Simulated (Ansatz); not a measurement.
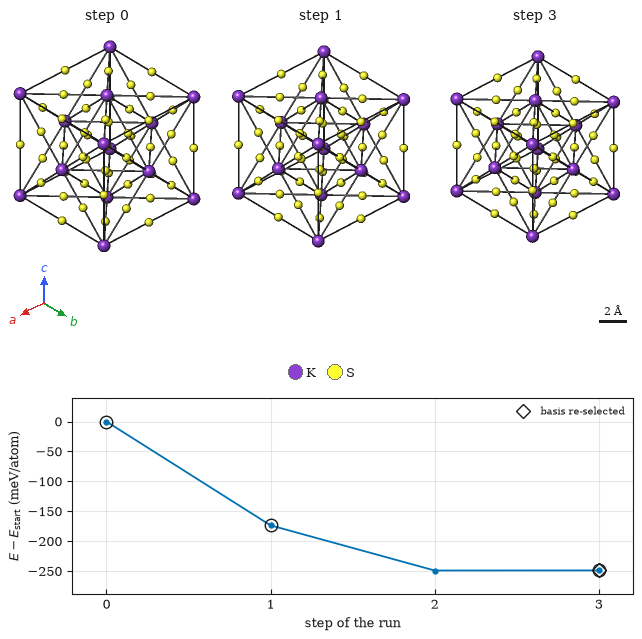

Frames of a relaxation of crystalline KS$_{7}$ (a generated structure, set up in Fm-3m) (coarse preliminary run), marked on the history of the run. The picture is a ball-and-stick view of the conventional cell (4 times the calculation's cell), seen from a free direction. Lengths and directions refer to the drawn axes.

Level of theory: Ansatz, DFT PBE, scalar-relativistic, plane waves, PAW. (plane-wave cutoff 420 eV; k-point mesh 4 × 4 × 4; occupations gaussian; smearing width 0.1 eV; no spin polarisation; cell and atoms relaxed; force threshold 0.04 eV/Å; at most 70 steps)

What happens along the run?

After 2 accepted moves (3 points after the start) the energy has fallen by 249 meV per atom. All forces vanish by symmetry, so only the cell relaxes. The pressure goes from −9.16 to −0.10 GPa. The SCF was repeated once at an unchanged geometry on a basis and grid sized afresh for the cell, which shifted the energy by 0.2 meV per atom at most. The atoms keep their places relative to the cell (all moves are under 0.005 Å). The drawn cell changes as follows: a = b = c 9.191 → 8.295 Å (−9.7 %); the volume changes by −26.5 %. Among the contacts that change: K–S 3.249 → 2.933 Å, S–S 3.249 → 2.933 Å. The space group stays Fm-3m (No. 225). From step 0 to 1: volume −13.9 %, energy −173 meV per atom. From step 1 to 3: volume −14.6 %, energy −75.3 meV per atom.
